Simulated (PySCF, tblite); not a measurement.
**C₅H₄FO radical: geometry, infrared bands and EPR parameters**

Aim: predict the infrared bands and EPR parameters of C₅H₄FO radical (`C#CC(=O)[CH]CF`).

Computed with tblite 0.8.0 and PySCF 2.14.0, with density-fitted response routines of our own, on a single molecule in the gas phase. Atoms are numbered from 0 throughout.

**1. The molecule as given**

11 atoms, charge 0, multiplicity 2; geometry from: force field or distance geometry start.

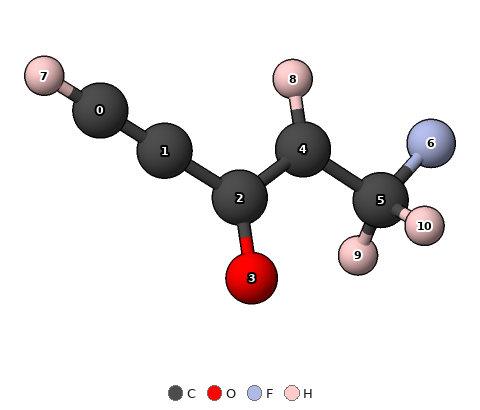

The starting geometry (carbon dark grey, oxygen red, fluorine light blue, hydrogen pink), atoms numbered.

**2. Geometry optimisation with GFN2-xTB**

Job settings and geometry (Å):

```
{"job": {"kind": "relax", "xc": "GFN2-xTB", "basis": "xTB"}, "charge": 0, "multiplicity": 2}
C      2.162300    -2.040900     0.817100
C      1.267400    -1.403500     0.288800
C      0.220800    -0.655300    -0.325100
O     -0.287000    -1.051400    -1.378400
C     -0.250900     0.588800     0.301100
C     -1.338500     1.344500    -0.367300
F     -1.615100     2.463600     0.360400
H      2.940900    -2.599800     1.274600
H      0.203800     0.933700     1.212900
H     -2.254800     0.752200    -0.423400
H     -1.043500     1.670800    -1.367600
```

The run is started by

```console
$ OMP_NUM_THREADS=1 python probes_run.py task.json out
```

One launch serves the whole session: the jobs run in the order shown.

The program printed:

```text
step      E/eV     max force
  0    -581.81505    2.180
  1    -581.79965    4.757
  2    -581.88426    0.888
  3    -581.89736    0.410
  4    -581.90534    0.277
  5    -581.91326    0.222
  6    -581.91513    0.148
  7    -581.91756    0.133
  8    -581.91910    0.132
  9    -581.91974    0.060
 10    -581.91998    0.039
 11    -581.92010    0.032
 12    -581.92021    0.033
 13    -581.92037    0.041
 14    -581.92054    0.045
 15    -581.92069    0.035
 16    -581.92081    0.043
 17    -581.92094    0.040
 18    -581.92110    0.052
 19    -581.92130    0.055
 20    -581.92154    0.060
 21    -581.92182    0.074
 22    -581.92214    0.070
 23    -581.92246    0.046
 24    -581.92271    0.039
 25    -581.92285    0.023
 26    -581.92291    0.016
 27    -581.92293    0.011
 28    -581.92294    0.011
 29    -581.92295    0.010
```

Run time: 0.35 s. Hardware: 1 thread of Intel Xeon at 2.50GHz, shared host.

Relaxation path: (the energy doesn't fall at every step)

| step | energy from step 0 (eV) | largest force (eV/Å) |
| --- | --- | --- |
| 0 | 0.0000 | 2.1804 |
| 1 | 0.0154 | 4.7568 |
| 2 | -0.0692 | 0.8883 |
| 3 | -0.0823 | 0.4103 |
| 4 | -0.0903 | 0.2774 |
| 5 | -0.0982 | 0.2217 |
| 6 | -0.1001 | 0.1484 |
| 7 | -0.1025 | 0.1329 |
| 8 | -0.1040 | 0.1320 |
| 9 | -0.1047 | 0.0597 |
| 10 | -0.1049 | 0.0389 |
| 11 | -0.1051 | 0.0316 |
| 12 | -0.1052 | 0.0331 |
| 13 | -0.1053 | 0.0409 |
| 14 | -0.1055 | 0.0455 |
| 15 | -0.1056 | 0.0354 |
| 16 | -0.1058 | 0.0427 |
| 17 | -0.1059 | 0.0396 |
| 18 | -0.1060 | 0.0522 |
| 19 | -0.1062 | 0.0548 |
| 20 | -0.1065 | 0.0598 |
| 21 | -0.1068 | 0.0743 |
| 22 | -0.1071 | 0.0704 |
| 23 | -0.1074 | 0.0461 |
| 24 | -0.1077 | 0.0386 |
| 25 | -0.1078 | 0.0228 |
| 26 | -0.1079 | 0.0164 |
| 27 | -0.1079 | 0.0112 |
| 28 | -0.1079 | 0.0112 |
| 29 | -0.1079 | 0.0100 |

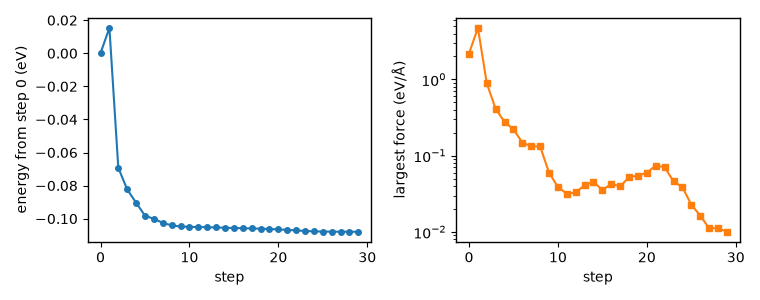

Energy and force, step by step.

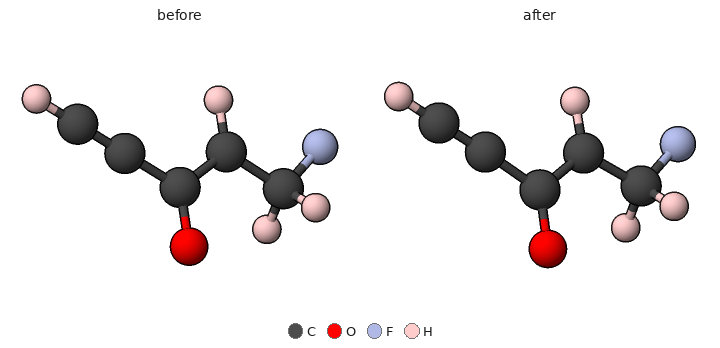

The geometry before (left) and after (right).

Distances of close pairs at the start and the end, largest changes first:

| bond | before (Å) | after (Å) | change (Å) |
| --- | --- | --- | --- |
| C2–C4 | 1.471 | 1.429 | -0.041 |
| C0–C1 | 1.219 | 1.201 | -0.018 |
| C1–C2 | 1.425 | 1.441 | +0.016 |
| C4–C5 | 1.483 | 1.468 | -0.015 |
| C0–H7 | 1.062 | 1.051 | -0.011 |
| C5–H9 | 1.093 | 1.102 | +0.010 |
| C5–H10 | 1.093 | 1.102 | +0.009 |
| C2–O3 | 1.235 | 1.231 | -0.003 |

The next job starts from the end point, and lists it.

**3. Vibrational analysis with GFN2-xTB**

Job settings and geometry (Å):

```
{"job": {"kind": "ir", "xc": "GFN2-xTB", "basis": "xTB"}, "charge": 0, "multiplicity": 2}
C      2.131829    -1.989936     0.829031
C      1.250368    -1.366078     0.303478
C      0.190023    -0.667909    -0.379185
O     -0.306125    -1.083014    -1.426874
C     -0.228915     0.536887     0.265211
C     -1.303895     1.341089    -0.329060
F     -1.585161     2.460167     0.401727
H      2.903778    -2.519754     1.305714
H      0.228002     0.866358     1.184505
H     -2.235074     0.757297    -0.413326
H     -1.039407     1.667565    -1.348020
```

The program printed:

```text
mode    cm-1     km/mol
  1      69.4     27.44
  2     102.6      1.60
  3     104.9      0.87
  4     195.9     11.43
  5     260.0      0.09
  6     370.1      3.57
  7     456.6      5.80
  8     522.1     10.12
  9     570.7     11.54
 10     617.4      3.28
 11     687.7     23.24
 12     702.2     44.55
 13     862.3      3.17
 14     927.6     33.25
 15    1030.9    113.45
 16    1115.5      7.42
 17    1125.5     18.27
 18    1138.5      3.53
 19    1258.7      5.25
 20    1353.7     25.20
 21    1381.7     60.76
 22    1558.8    187.58
 23    2236.0     55.41
 24    2834.0      0.22
 25    2870.9      9.45
 26    3111.5      3.02
 27    3376.8      5.17
```

It took 0.61 s on 1 thread of Intel Xeon at 2.50GHz, shared host.

Which atoms move in the most intense modes:

| cm⁻¹ | km/mol | atoms |
| --- | --- | --- |
| 69 | 27.4 | C5 26 %, F6 25 %, H10 12 %, H9 12 % |
| 702 | 44.5 | H7 47 %, C2 28 % |
| 928 | 33.2 | C4 34 %, C2 21 %, O3 19 %, C0 11 % |
| 1031 | 113.5 | C5 37 %, F6 26 %, C4 15 %, H8 10 % |
| 1354 | 25.2 | H10 24 %, H9 24 %, C4 22 %, C5 10 % |
| 1382 | 60.8 | H10 27 %, H9 27 %, C4 24 %, C5 10 % |
| 1559 | 187.6 | C2 61 %, O3 38 % |
| 2236 | 55.4 | C1 58 %, C0 32 % |

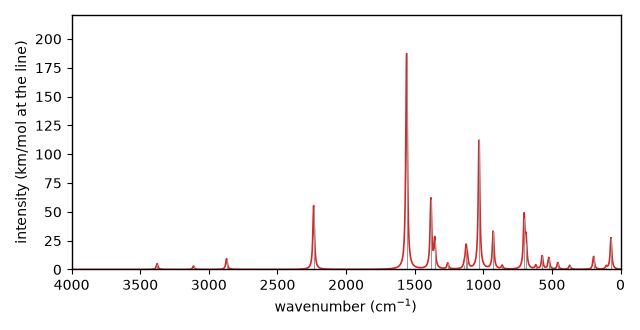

The infrared spectrum from these modes, unscaled. Lines are broadened to a width of 14 cm⁻¹ (Lorentzian).

**4. g tensor and hyperfine couplings: B3LYP/pcH-1**

The job, as its differences from that of step 3:

```diff
@@ -1,2 +1,2 @@
-{"job": {"kind": "ir", "xc": "GFN2-xTB", "basis": "xTB"}, "charge": 0, "multiplicity": 2}
+{"job": {"kind": "epr", "basis": "pcH-1"}, "charge": 0, "multiplicity": 2}
 C      2.131829    -1.989936     0.829031
```

Method: UKS B3LYP, pcH-1 on C F H O, non-relativistic, mean-field spin-orbit, GIAO.

The program printed:

```text
UKS, coarse grid
  cycle   1  E = -367.70076673  |g| = 6.98e-01
  cycle   2  E = -366.17710854  |g| = 1.86e+00
  cycle   3  E = -367.82798174  |g| = 3.55e-01
  cycle   4  E = -367.88616534  |g| = 1.12e-01
  cycle   5  E = -367.88888476  |g| = 7.12e-02
  cycle   6  E = -367.89109016  |g| = 2.99e-02
  cycle   7  E = -367.89155458  |g| = 1.38e-02
  cycle   8  E = -367.89167335  |g| = 5.51e-03
  cycle   9  E = -367.89171150  |g| = 2.57e-03
  cycle  10  E = -367.89171887  |g| = 1.00e-03
  cycle  11  E = -367.89172172  |g| = 5.31e-04
UKS, final grid
  cycle   1  E = -367.89166083  |g| = 8.77e-04
  cycle   2  E = -367.89165965  |g| = 2.05e-03
  cycle   3  E = -367.89166125  |g| = 1.60e-04
  cycle   4  E = -367.89166128  |g| = 1.06e-04
  cycle   5  E = -367.89166132  |g| = 6.16e-05
  cycle   6  E = -367.89166132  |g| = 2.77e-05
E = -367.89166132 Eh   <S^2> = 0.7626 (exact 0.7500)
g shifts (ppm)      1          2          3
  rmc          -183       -183       -183
  gc             -8         35         32
  oz_so         -45       2059       4873
  total        -236       1911       4722
hyperfine (MHz)  atom isotope    a_iso     a_fc   dipolar eigenvalues
    0   13C       0.97       0.97     -2.38     -1.06      3.44
    1   13C      -3.92      -3.92     -0.78     -0.65      1.44
    2   13C     -37.70     -37.70    -10.60      2.17      8.43
    3   17O     -18.24     -18.24    -88.88     44.12     44.77
    4   13C      63.91      63.91    -62.89    -62.08    124.98
    5   13C     -30.89     -30.89     -2.55      0.87      1.69
    6   19F      -5.55      -5.55     -7.79      1.24      6.55
    7    1H      -1.68      -1.68     -1.49     -0.73      2.22
    8    1H     -51.82     -51.82    -29.94     -1.46     31.40
    9    1H     108.10     108.10     -4.66     -2.39      7.05
   10    1H     107.07     107.07     -4.65     -2.41      7.06
```

It took 80 s on 1 thread of Intel Xeon at 2.50GHz, shared host; peak memory 0.76 GiB.

Principal g values 2.00208, 2.00423, 2.00704; g(iso) = 2.00445, against 2.00232 for a free electron.

Hyperfine couplings; where a row names several nuclei, a(iso) is their mean (it holds for fast rotation or exchange) and the dipolar term the largest among them:

| nuclei | isotope | a(iso) (MHz) | a(iso) (G, at g = 2.0023) | largest dipolar term (MHz) |
| --- | --- | --- | --- | --- |
| H9, H10 | 1H | 107.6 | 38.4 | 7.1 |
| C4 | 13C | 63.9 | 22.8 | 125.0 |
| H8 | 1H | -51.8 | -18.5 | 31.4 |
| C2 | 13C | -37.7 | -13.5 | -10.6 |
| C5 | 13C | -30.9 | -11.0 | -2.6 |
| O3 | 17O | -18.2 | -6.5 | -88.9 |
| F6 | 19F | -5.6 | -2.0 | -7.8 |
| C1 | 13C | -3.9 | -1.4 | 1.4 |
| H7 | 1H | -1.7 | -0.6 | 2.2 |
| C0 | 13C | 1.0 | 0.3 | 3.4 |

Mulliken spin populations:

| atom | value (e) |
| --- | --- |
| C0 | 0.02 |
| C1 | -0.01 |
| C2 | -0.09 |
| O3 | 0.29 |
| C4 | 0.80 |
| C5 | -0.06 |
| F6 | 0.00 |
| H7 | 0.00 |
| H8 | -0.03 |
| H9 | 0.04 |
| H10 | 0.04 |

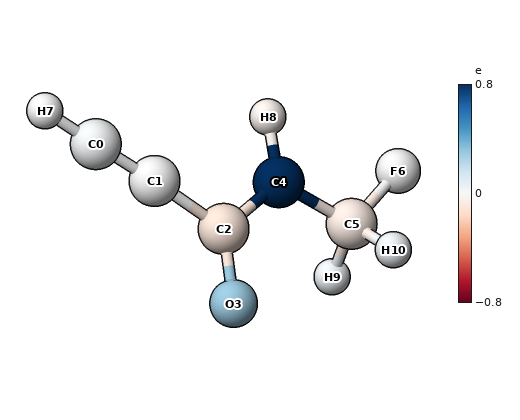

Mulliken spin populations, as colours on the atoms.

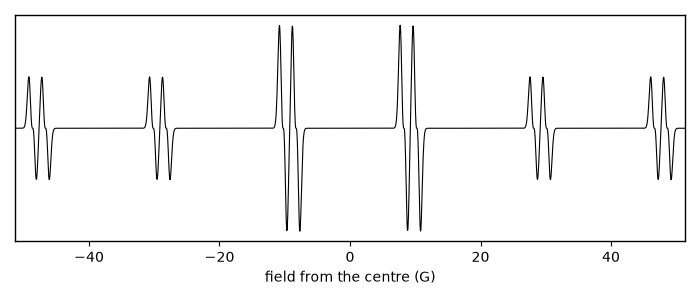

First-order isotropic spectrum (first derivative, main isotopes with spin only, couplings over 0.8 MHz, Gaussian width 0.3 G; couplings of the frozen geometry, rotation of groups not averaged beyond the rows shown).

The fields below are evaluated on a grid from the run's orbitals.

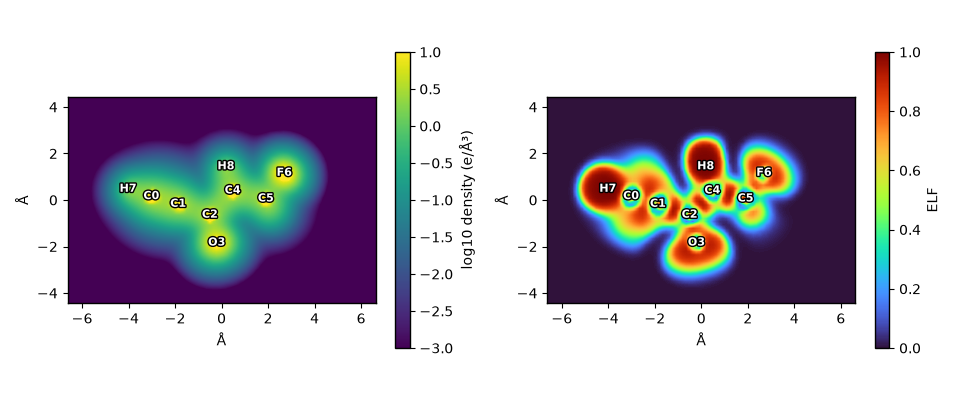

Density (left) and ELF (right) in a plane through or near 9 of the atoms.

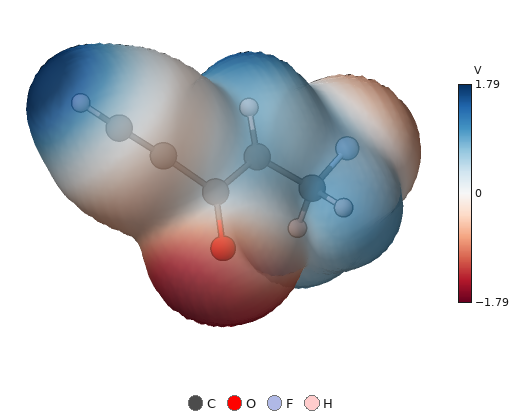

The potential that a unit positive charge feels on the 0.002 e/bohr³ surface, from the 1st to the 99th percentile, from -1.55 V near O3 to 1.79 V near H7.

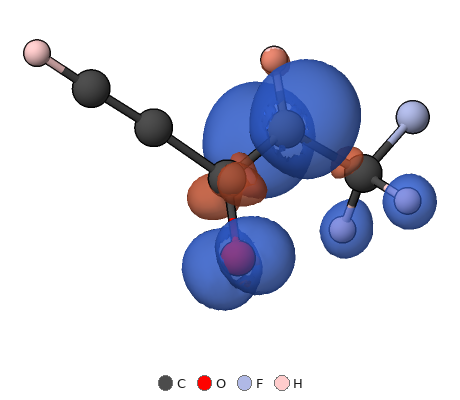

Spin density at ±0.03 e/Å³ (alpha excess blue, beta excess red).

**5. What came out**

```
                                 quantity                     value
strongest single infrared mode (GFN2-xTB)     1559 cm⁻¹, 188 km/mol
             zero-point energy (GFN2-xTB)             44.1 kcal/mol
                           g(iso) (B3LYP)                   2.00445
                                     ⟨S²⟩        0.763 (exact 0.75)
       largest a(iso) (averaged by class)  1H on H9, H10, 107.6 MHz
    surface potential, 1st and 99th percentile        -1.55 V and 1.79 V
```

In words: The optimisation took 29 steps and gained 0.108 eV; among the close pairs (by a distance rule), C2–C4 changed most, from 1.471 to 1.429 Å. All 27 modes are real, so the xTB geometry is a minimum. The strongest single mode, at 1559 cm⁻¹, moves mainly C2 and O3. Unscaled tight-binding wavenumbers are off by several per cent, some by more. Its intensities can rank the bands wrongly. C4 carries the largest spin population, 0.80 e. The isotropic g lies 2.1 ppt above the free-electron value.
